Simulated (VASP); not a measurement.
# Lattice of SiO2 across functionals and dispersion corrections, part 2 of 4

Which functional gives the lattice of SiO2 as experiment finds it, and is a dearer one worth its cost? LASPH is on for some levels and off for others; the table marks which. The start is a cell from a database of measured crystal structures.

VASP 6.6.1, plane waves and PAW; the level of theory is named at each step.

So far. Step 2 (Relaxation with LDA): It ends with a largest force of 0.009 eV/Å and a pressure of -0.03 GPa. The volume lies -2.6 % from that of the database's start, which holds the thermal and zero-point expansion of its experiment. The conventional cell has a = 4.865 and c = 5.380 Å.

### Step 3. Relaxation with PBE

This step: PBE; plane waves and PAW (Si, O) (VASP 6.6.1).

PBE, the usual starting point, adds the gradient of the density.

Contents of INCAR:

```
SYSTEM = SiO2
PREC = Accurate
ENCUT = 560
EDIFF = 1E-06
NELM = 100
ISMEAR = -1
SIGMA = 0.05
LREAL = .FALSE.
ALGO = Normal
GGA = PE
NBANDS = 33
LORBIT = 11
LWAVE = .FALSE.
LCHARG = .FALSE.
KPAR = 8
IBRION = 2
NSW = 60
ISIF = 3
EDIFFG = -0.01
```

Contents of POSCAR:

```
SiO2
1.0
    4.9163600000      0.0000000000      0.0000000000
   -2.4581800000      4.2576926541      0.0000000000
    0.0000000000      0.0000000000      5.4084000000
Si O
3 6
Direct
    0.4697300000      0.0000000000      0.6666666667
    0.0000000000      0.4697300000      0.3333333333
    0.5302700000      0.5302700000      0.0000000000
    0.4135400000      0.2675800000      0.7855800000
    0.7324200000      0.1459600000      0.4522466667
    0.8540400000      0.5864600000      0.1189133333
    0.2675800000      0.4135400000      0.2144200000
    0.1459600000      0.7324200000      0.5477533333
    0.5864600000      0.8540400000      0.8810866667
```

Contents of KPOINTS:

```
Automatic mesh
0
Gamma
5 5 4
0 0 0
```

Potentials, in the order of the species: Si and O (PBE family, release 64).

Run with:

```
mpirun -np 8 vasp_std
```

Output:

```text
[banner, memory and clock lines left out]
running    8 mpi-ranks, on    1 nodes
 distrk:  each k-point on    1 cores,    8 groups
 distr:  one band on    1 cores,    1 groups

 POSCAR found type information on POSCAR SiO
 POSCAR found :  2 types and       9 ions
 [... a notice as in an earlier step ...]

 LDA part: xc-table for (Slater+PW92), standard interpolation
 POSCAR, INCAR and KPOINTS ok, starting setup
 FFT: planning ... GRIDC
 FFT: planning ... GRID_SOFT
 FFT: planning ... GRID
 WAVECAR not read
 entering main loop
       N       E                     dE             d eps       ncg     rms          rms(c)
DAV:   1     0.289458398054E+03    0.28946E+03   -0.26396E+04  1122   0.143E+03
DAV:   2    -0.615823393793E+02   -0.35104E+03   -0.33978E+03  1477   0.315E+02
DAV:   3    -0.803888185733E+02   -0.18806E+02   -0.18724E+02  1420   0.772E+01
DAV:   4    -0.805920607044E+02   -0.20324E+00   -0.20307E+00  1396   0.905E+00
DAV:   5    -0.805951395664E+02   -0.30789E-02   -0.30778E-02  1404   0.109E+00    0.257E+01
DAV:   6    -0.710121024236E+02    0.95830E+01   -0.36111E+01  1334   0.324E+01    0.122E+01
DAV:   7    -0.710221616275E+02   -0.10059E-01   -0.10273E+00  1412   0.501E+00    0.446E+00
DAV:   8    -0.710220540673E+02    0.10756E-03   -0.51884E-02  1372   0.172E+00    0.165E+00
DAV:   9    -0.710339232143E+02   -0.11869E-01   -0.25876E-02  1380   0.114E+00    0.333E-01
DAV:  10    -0.710355289919E+02   -0.16058E-02   -0.31079E-03  1380   0.305E-01    0.949E-02
DAV:  11    -0.710355049004E+02    0.24092E-04   -0.75983E-04  1420   0.165E-01    0.162E-02
DAV:  12    -0.710355134496E+02   -0.85492E-05   -0.23021E-05  1380   0.288E-02    0.122E-02
DAV:  13    -0.710355159057E+02   -0.24561E-05   -0.82627E-06  1412   0.161E-02    0.406E-03
DAV:  14    -0.710355164575E+02   -0.55181E-06   -0.50512E-07   964   0.419E-03
   1 F= -.71035516E+02 E0= -.71035516E+02  d E =-.710355E+02
 curvature:   0.00 expect dE= 0.000E+00 dE for cont linesearch  0.000E+00
 trial: gam= 0.00000 g(F)=  0.356E-01 g(S)=  0.384E+00 ort = 0.000E+00 (trialstep = 0.100E+01)
 search vector abs. value=  0.420E+00
 bond charge predicted
       N       E                     dE             d eps       ncg     rms          rms(c)
DAV:   1    -0.724563867438E+02   -0.14209E+01   -0.40910E+01  1247   0.423E+01    0.984E+00
DAV:   2    -0.709909090428E+02    0.14655E+01   -0.52720E+00  1312   0.135E+01    0.177E+00
DAV:   3    -0.709667165863E+02    0.24192E-01   -0.20254E-01  1320   0.235E+00    0.113E+00
DAV:   4    -0.709558873680E+02    0.10829E-01   -0.10118E-02  1354   0.601E-01    0.543E-01
DAV:   5    -0.709526166319E+02    0.32707E-02   -0.48332E-03  1374   0.362E-01    0.128E-01
DAV:   6    -0.709526485170E+02   -0.31885E-04   -0.11121E-04  1363   0.640E-02    0.530E-02
DAV:   7    -0.709526453106E+02    0.32064E-05   -0.48595E-05  1364   0.405E-02    0.516E-03
DAV:   8    -0.709526462493E+02   -0.93869E-06   -0.10655E-06   972   0.686E-03
   2 F= -.70952646E+02 E0= -.70952646E+02  d E =0.828702E-01
[... from here on, the cycles between the ionic steps are left out ...]
   3 F= -.71118787E+02 E0= -.71118787E+02  d E =-.832704E-01
   4 F= -.71118794E+02 E0= -.71118794E+02  d E =-.832772E-01
   5 F= -.71119728E+02 E0= -.71119728E+02  d E =-.934236E-03
   6 F= -.71119745E+02 E0= -.71119745E+02  d E =-.951802E-03
   7 F= -.71120236E+02 E0= -.71120236E+02  d E =-.490966E-03
   8 F= -.71121464E+02 E0= -.71121464E+02  d E =-.171904E-02
   9 F= -.71122819E+02 E0= -.71122819E+02  d E =-.307320E-02
  10 F= -.71122949E+02 E0= -.71122949E+02  d E =-.320328E-02
  11 F= -.71123527E+02 E0= -.71123527E+02  d E =-.578763E-03
  12 F= -.71124758E+02 E0= -.71124758E+02  d E =-.180915E-02
  13 F= -.71124981E+02 E0= -.71124981E+02  d E =-.203224E-02
  14 F= -.71125242E+02 E0= -.71125242E+02  d E =-.229330E-02
  15 F= -.71125534E+02 E0= -.71125534E+02  d E =-.291604E-03
  16 F= -.71126361E+02 E0= -.71126361E+02  d E =-.111873E-02
  17 F= -.71127829E+02 E0= -.71127829E+02  d E =-.258666E-02
  18 F= -.71130019E+02 E0= -.71130019E+02  d E =-.477745E-02
  19 F= -.71131407E+02 E0= -.71131407E+02  d E =-.616493E-02
  20 F= -.71131457E+02 E0= -.71131457E+02  d E =-.621465E-02
  21 F= -.71132036E+02 E0= -.71132036E+02  d E =-.579177E-03
  22 F= -.71133071E+02 E0= -.71133071E+02  d E =-.161394E-02
  23 F= -.71132285E+02 E0= -.71132285E+02  d E =-.828672E-03
  24 F= -.71133217E+02 E0= -.71133217E+02  d E =-.176081E-02
  25 F= -.71133658E+02 E0= -.71133658E+02  d E =-.440196E-03
  26 F= -.71133755E+02 E0= -.71133755E+02  d E =-.537208E-03
  27 F= -.71133756E+02 E0= -.71133756E+02  d E =-.538234E-03
  28 F= -.71133786E+02 E0= -.71133786E+02  d E =-.568912E-03
  29 F= -.71133787E+02 E0= -.71133787E+02  d E =-.569829E-03
  30 F= -.71133854E+02 E0= -.71133854E+02  d E =-.662177E-04
 trial-energy change:   -0.000066  1 .order   -0.000067   -0.000087   -0.000047
 step:   0.5459(harm=  0.5459)  dis= 0.00110  next Energy=   -71.133881 (dE=-0.937E-04)
 bond charge predicted
       N       E                     dE             d eps       ncg     rms          rms(c)
DAV:   1    -0.711339700306E+02   -0.11604E-03   -0.24318E-02  1122   0.980E-01    0.814E-02
DAV:   2    -0.711338925057E+02    0.77525E-04   -0.65160E-04  1419   0.153E-01    0.233E-02
DAV:   3    -0.711338845877E+02    0.79181E-05   -0.34092E-05  1280   0.341E-02    0.990E-03
DAV:   4    -0.711338827899E+02    0.17977E-05   -0.50466E-06  1410   0.143E-02    0.450E-03
DAV:   5    -0.711338822027E+02    0.58727E-06   -0.97721E-07   660   0.631E-03
  31 F= -.71133882E+02 E0= -.71133882E+02  d E =-.948998E-04
 curvature:  -1.01 expect dE=-0.109E-03 dE for cont linesearch -0.452E-07
 trial: gam= 0.24102 g(F)=  0.312E-04 g(S)=  0.766E-04 ort = 0.754E-05 (trialstep = 0.312E+00)
 search vector abs. value=  0.185E-03
 reached required accuracy - stopping structural energy minimisation
```

Elapsed: 2.6 min, on 8 MPI ranks of AMD EPYC 9R45, shared host; peak memory 2.3 GiB.

Parts of OUTCAR (step 3):

```text
 Found     17 irreducible k-points:

   NELECT =      48.0000    total number of electrons

 E-fermi :   1.7389

 k-point     1 :       0.0000    0.0000    0.0000
  band No.  band energies     occupation
    ...
     20      -0.3360      2.00000
     21      -0.3360      2.00000
     22       0.1213      2.00000
     23       0.2627      2.00000
     24       0.2627      2.00000
     25       6.2673      0.00000
     26       9.6599      0.00000
     27       9.6599      0.00000
     28       9.9043      0.00000
     29       9.9043      0.00000
    ...

 k-point     2 :       0.2000    0.0000    0.0000
  band No.  band energies     occupation
    ...
     20      -0.4233      2.00000
     21      -0.3614      2.00000
     22      -0.0657      2.00000
     23       0.3491      2.00000
     24       0.4068      2.00000
     25       6.8340      0.00000
     26       9.5253      0.00000
     27       9.6186      0.00000
     28      10.1077      0.00000
     29      10.1903      0.00000
    ...

  Total       -0.0789438     -0.0789438      0.0427848      0.0000000      0.0000000      0.0000000
  in kB       -1.0466461     -1.0466461      0.5672452      0.0000000      0.0000000      0.0000000
  external PRESSURE =      -0.5086823 kB  Pullay stress =       0.0000000 kB

  energy-cutoff  :      560.00
  volume of cell :      120.85
      direct lattice vectors                 reciprocal lattice vectors
     5.032751638  0.000000000  0.000000000     0.198698460  0.114718609 -0.000000000
    -2.516375819  4.358490769 -0.000000000    -0.000000000  0.229437219 -0.000000000
     0.000000000  0.000000000  5.509182863    -0.000000000  0.000000000  0.181515122

 POSITION                                       TOTAL-FORCE (eV/Angst)
 -----------------------------------------------------------------------------------
     -0.11307      4.35849      3.67279        -0.005683     -0.000000     -0.000000
     -1.20165      2.08132      1.83639         0.002841     -0.004921      0.000000
      1.31472      2.27717      5.50918         0.002841      0.004921     -0.000000
      1.44972      1.10655      4.38567         0.003625      0.005552      0.006896
      3.34959      0.70222      2.54928        -0.006621      0.000364      0.006896
      2.74982      2.54972      0.71288         0.002995     -0.005916      0.006896
      0.23344      1.80877      1.12351         0.002995      0.005916     -0.006896
     -1.06666      3.25194      2.95991         0.003625     -0.005552     -0.006896
      0.83322      3.65627      4.79630        -0.006621     -0.000364     -0.006896
 -----------------------------------------------------------------------------------
    total drift:                               -0.000001     -0.000001      0.000000

  FREE ENERGIE OF THE ION-ELECTRON SYSTEM (eV)
  ---------------------------------------------------
  free  energy   TOTEN  =       -71.1338822027 eV

  energy  without entropy=      -71.1338822026  energy(sigma->0) =      -71.13388220

 total charge
# of ion       s       p       d       tot
------------------------------------------
    1        0.636   0.976   0.000   1.611
    2        0.636   0.976   0.000   1.611
    3        0.636   0.976   0.000   1.611
    4        1.546   3.689   0.000   5.234
    5        1.546   3.689   0.000   5.234
    6        1.546   3.689   0.000   5.234
    7        1.546   3.689   0.000   5.234
    8        1.546   3.689   0.000   5.234
    9        1.546   3.689   0.000   5.234
--------------------------------------------------
tot         11.180  25.060   0.000  36.240

[... 9 parts as in an earlier step ...]

[... 5 further parts left out ...]
```

Step by step (22 of 31):

```csv
step,energy less that of the first step (eV),largest force (eV/Å),pressure (GPa),volume (Å³)
1,0.0000,0.3497,6.92,113.21
2,0.0829,0.6131,-8.20,122.35
4,-0.0833,0.0707,0.18,116.81
5,-0.0842,0.0848,0.13,116.99
7,-0.0847,0.0947,0.10,117.10
8,-0.0859,0.0806,0.03,117.33
10,-0.0874,0.0615,-0.17,117.98
11,-0.0880,0.0596,-0.05,117.99
12,-0.0892,0.0636,0.31,118.03
14,-0.0897,0.0815,0.73,118.06
15,-0.0900,0.0805,0.71,118.11
17,-0.0923,0.0709,0.53,118.55
18,-0.0945,0.0595,0.26,119.14
20,-0.0959,0.0607,-0.18,120.14
21,-0.0965,0.0508,-0.11,120.20
22,-0.0976,0.0676,0.08,120.36
24,-0.0977,0.0851,0.22,120.46
25,-0.0981,0.0389,0.16,120.58
27,-0.0982,0.0434,0.09,120.75
28,-0.0983,0.0241,0.12,120.69
30,-0.0983,0.0175,0.04,120.77
31,-0.0984,0.0096,-0.05,120.85
```

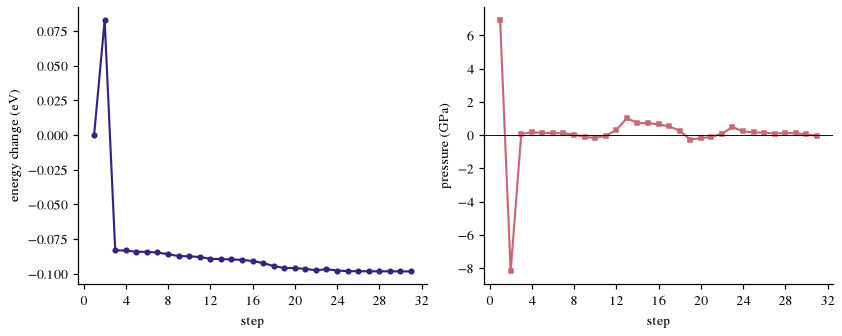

Energy and pressure along the relaxation.

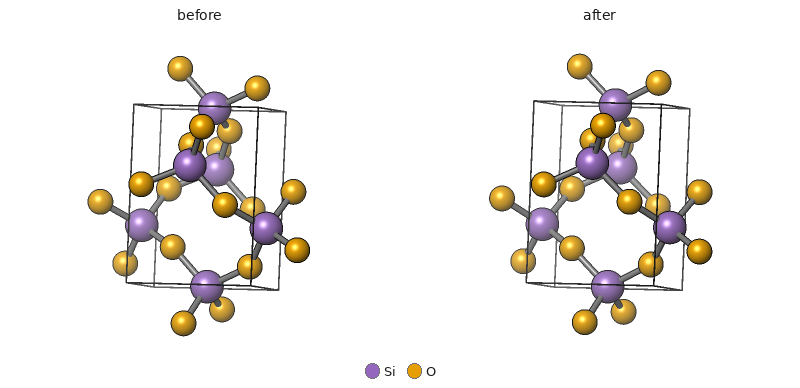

Before and after, at one scale.

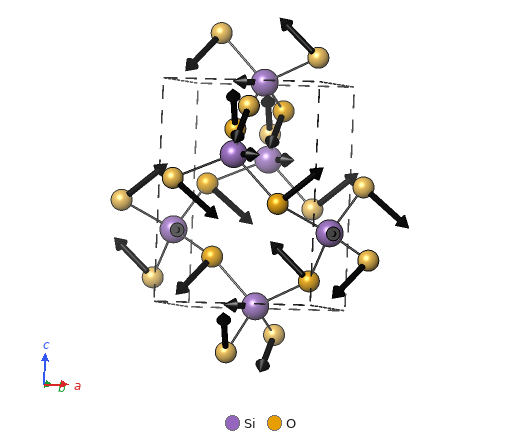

Displacements in the relaxation, exaggerated, measured against the changing cell; the longest in the cell stands for 0.09 Å. Some periodic images of atoms are drawn too.

```csv
"conventional cell, symmetrised",before,after,change
a (Å),4.916,5.033,+2.4 %
b (Å),4.916,5.033,+2.4 %
c (Å),5.408,5.509,+1.9 %
volume (Å³/atom),12.58,13.43,+6.7 %
```

The atoms that moved most (Å, as changes of fractional coordinates times the final cell):

```csv
atom,dx,dy,dz,length
O7,-0.073,0.006,-0.058,0.093
O4,0.042,-0.060,0.058,0.093
O6,-0.073,-0.006,0.058,0.093
O9,0.031,-0.066,-0.058,0.093
O8,0.042,0.060,-0.058,0.093
O5,0.031,0.066,0.058,0.093
Si1,0.039,0.000,0.000,0.039
Si2,-0.020,0.034,0.000,0.039
```

Final coordinates:

```xyz
9
Lattice="5.0328 0.0000 0.0000 -2.5164 4.3585 0.0000 0.0000 0.0000 5.5092" Properties=species:S:1:pos:R:3 pbc="T T T"
Si    2.4033    0.0000    3.6728
Si   -1.2017    2.0813    1.8364
Si    1.3147    2.2772    0.0000
O     1.4497    1.1065    4.3857
O     3.3496    0.7022    2.5493
O     2.7498    2.5497    0.7129
O     0.2334    1.8088    1.1235
O    -1.0667    3.2519    2.9599
O     0.8332    3.6563    4.7963
```

This step gave:

```yaml
free_energy_toten: -71.1339 eV
fermi_energy: 1.739 eV
pressure: -0.05087 GPa
scf_cycles_over_all_ionic_steps: 187
gap_on_the_k_mesh: 5.671 eV
least_direct_gap_on_the_k_mesh: 6.005 eV
```

It ends at 13.43 Å³/atom, +6.7 % from the start, with -0.05 GPa left. The conventional cell has a = 5.033 and c = 5.509 Å.

### Step 4. Relaxation with r2SCAN

This step: r2SCAN; plane waves and PAW (Si, O) (VASP 6.6.1).

r2SCAN adds the kinetic-energy density, costs more than a GGA and is run with LASPH.

INCAR, as its differences from that of step 3:

```diff
@@ -9,3 +9,4 @@
 ALGO = Normal
-GGA = PE
+METAGGA = R2SCAN
+LASPH = .TRUE.
 NBANDS = 33
```

POSCAR is that of step 3.

KPOINTS is that of step 3.

Run with:

```
mpirun -np 8 vasp_std
```

Output:

```text
[banner, memory and clock lines left out]
running    8 mpi-ranks, on    1 nodes
[...]
[... a notice as in an earlier step ...]

 [... a notice as in an earlier step ...]

 LDA part: xc-table for (None), standard interpolation
 POSCAR, INCAR and KPOINTS ok, starting setup
[...]
entering main loop
       N       E                     dE             d eps       ncg     rms          rms(c)
DAV:   1     0.263511143273E+03    0.26351E+03   -0.26895E+04  1122   0.146E+03
DAV:   2    -0.938989843312E+02   -0.35741E+03   -0.34541E+03  1468   0.321E+02
DAV:   3    -0.112969691061E+03   -0.19071E+02   -0.18986E+02  1419   0.783E+01
DAV:   4    -0.113165294460E+03   -0.19560E+00   -0.19545E+00  1404   0.893E+00
[...]
DAV:  11    -0.894358003154E+02   -0.39437E-03   -0.38375E-04  1314   0.146E-01    0.433E-02
DAV:  12    -0.894357933441E+02    0.69713E-05   -0.15119E-05  1420   0.264E-02    0.214E-02
DAV:  13    -0.894357928254E+02    0.51867E-06   -0.45376E-06  1252   0.127E-02
   1 F= -.89435793E+02 E0= -.89435793E+02  d E =-.894358E+02
[... from here on, the cycles between the ionic steps are left out ...]
   2 F= -.89429473E+02 E0= -.89429473E+02  d E =0.631952E-02
   3 F= -.89439951E+02 E0= -.89439951E+02  d E =-.415820E-02
   4 F= -.89439949E+02 E0= -.89439949E+02  d E =-.415662E-02
   5 F= -.89439858E+02 E0= -.89439858E+02  d E =0.910731E-04
   6 F= -.89440017E+02 E0= -.89440017E+02  d E =-.670534E-04
   7 F= -.89440097E+02 E0= -.89440097E+02  d E =-.803793E-04
   8 F= -.89440121E+02 E0= -.89440121E+02  d E =-.104216E-03
[...]
reached required accuracy - stopping structural energy minimisation
```

It took 2.9 min on 8 MPI ranks; peak memory 2.4 GiB.

From OUTCAR (step 4):

```text
  Total       -0.0562925     -0.0562925     -0.0337899      0.0000000      0.0000000      0.0000000
  in kB       -0.7908539     -0.7908539     -0.4747148      0.0000000      0.0000000      0.0000000
  external PRESSURE =      -0.6854742 kB  Pullay stress =       0.0000000 kB

 POSITION                                       TOTAL-FORCE (eV/Angst)
 -----------------------------------------------------------------------------------
      2.31287     -0.00000      3.61553        -0.001509      0.000000      0.000000
      3.77117      2.00300      1.80776         0.000755     -0.001307      0.000000
      1.30737      2.26442      0.00000         0.000755      0.001307      0.000000
      1.37739      1.14389      4.26028         0.001870      0.002886     -0.002233
      3.24827      0.62091      2.45252        -0.003434      0.000177     -0.002233
      2.76574      2.50262      0.64476         0.001564     -0.003062     -0.002233
      0.30194      1.76480      1.16301         0.001564      0.003062      0.002233
     -1.08641      3.12354      2.97077         0.001870     -0.002886      0.002233
      0.78446      3.64652      4.77853        -0.003434     -0.000177      0.002233
 -----------------------------------------------------------------------------------
    total drift:                               -0.000001     -0.000001      0.000000

  FREE ENERGIE OF THE ION-ELECTRON SYSTEM (eV)
  ---------------------------------------------------
  free  energy   TOTEN  =       -89.4401207171 eV

  energy  without entropy=      -89.4401207171  energy(sigma->0) =      -89.44012072

[... 2 parts as in an earlier step ...]

[... 2 further parts left out ...]
[key lines of the parts left out:]
E-fermi :   1.7926
```

The PAW data sets were made with PBE, which is usual practice but a small mismatch for other functionals.

The steps of the relaxation:

```csv
step,energy less that of the first step (eV),largest force (eV/Å),pressure (GPa),volume (Å³)
1,0.0000,0.0991,1.53,113.21
2,0.0063,0.1835,-2.25,115.19
3,-0.0042,0.0428,0.03,113.97
4,-0.0042,0.0417,0.06,113.95
5,-0.0041,0.0676,-0.05,114.02
6,-0.0042,0.0218,0.01,113.98
7,-0.0043,0.0106,-0.03,114.01
8,-0.0043,0.0041,-0.07,114.04
```

```csv
"conventional cell, symmetrised",before,after,change
a (Å),4.916,4.928,+0.2 %
b (Å),4.916,4.928,+0.2 %
c (Å),5.408,5.423,+0.3 %
volume (Å³/atom),12.58,12.67,+0.7 %
```

The relaxed structure:

```cif
data_structure
_symmetry_space_group_name_H-M 'P 1'
_symmetry_Int_Tables_number 1
_cell_length_a 4.9276
_cell_length_b 4.9276
_cell_length_c 5.4233
_cell_angle_alpha 90.000
_cell_angle_beta 90.000
_cell_angle_gamma 120.000
_cell_volume 114.04
loop_
_atom_site_label
_atom_site_type_symbol
_atom_site_fract_x
_atom_site_fract_y
_atom_site_fract_z
_atom_site_occupancy
Si1 Si 0.46937 0.00000 0.66667 1
Si2 Si 0.00000 0.46937 0.33333 1
Si3 Si 0.53063 0.53063 0.00000 1
O4 O 0.41355 0.26805 0.78555 1
O5 O 0.73195 0.14550 0.45222 1
O6 O 0.85450 0.58645 0.11889 1
O7 O 0.26805 0.41355 0.21445 1
O8 O 0.14550 0.73195 0.54778 1
O9 O 0.58645 0.85450 0.88111 1
```

It ends at 12.67 Å³/atom, +0.7 % from the start, with -0.07 GPa left. The conventional cell has a = 4.928 and c = 5.423 Å.

[end of part 2 of 4]

[Lines on the potential files, build, host, timing and source positions are cut from VASP's logs without a mark.]

[Logs are printed without paths, hosts, clocks, repeated set-up lines and the standing remarks that a program may print on its own settings, such as how far it seeks lower states.]

[Hosts, paths, dates, database ids (printed as entryN), source tags and the programs' standing remarks are cut or masked in the printed files.]

[A measured line is paired with the nearest computed mode of its activity, which favours agreement.]
